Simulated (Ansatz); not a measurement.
## A correction line for PBE-D4/def2-TZVPP: atomisation energy

The atomisation energy (no zero-point term) in kJ/mol of 6 Si-containing radicals: x at PBE-D4/def2-TZVPP, y at CCSD(T)/CBS estimate. Shapes, held fixed at every level: PBE0-D4/def2-TZVP. Flexible molecules stand in one conformer, not always the lowest. Programs: Ansatz 0.2.0.

| molecule | x (kJ/mol) | y (kJ/mol) |
| --- | --- | --- |
| SiH2(NH2) | 1786 | 1770 |
| SiH(SiH3)F | 2064 | ? |
| SiH2(CH2)Cl | 2258 | 2249 |
| Si(CH3)Cl2 | 2418 | 2370 |
| SiH2(CF3) | 2457 | 2355 |
| SiH(CH3)(OH) | 2834 | 2809 |

Fit y = c + s·x to the known rows and predict y for SiH(SiH3)F.


1. Means of the 5 rows: x = 2350.60, y = 2310.6.
2. Σ(Δx)² = 576887, Σ(Δx·Δy) = 560581, so the slope is 560581/576887 = 0.97173.
3. Intercept: 2310.6 − (0.97173) × 2350.60 = 26.5. The largest residual of the fit is 59.
4. SiH(SiH3)F: 26.5 + 0.97173 × 2064 = 2032 kJ/mol.

CCSD(T)/CBS estimate gives 2076 kJ/mol, so the prediction is off by -44 kJ/mol, within the largest residual. Uncorrected, PBE-D4/def2-TZVPP misses SiH(SiH3)F by -12 kJ/mol, and the other rows by 40 on average. The line makes this one worse. Left out in turn, the other rows are missed by 45 kJ/mol on average, worse than no correction. Open shells run unrestricted. The CBS estimate extrapolates MP2 from def2-TZVPP and def2-QZVPP and adds CCSD(T) − MP2 in the triple-zeta set, cores frozen.

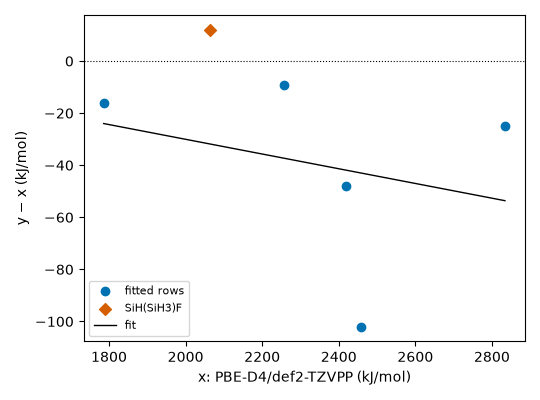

The correction y − x against x, with the fitted line and the withheld molecule.
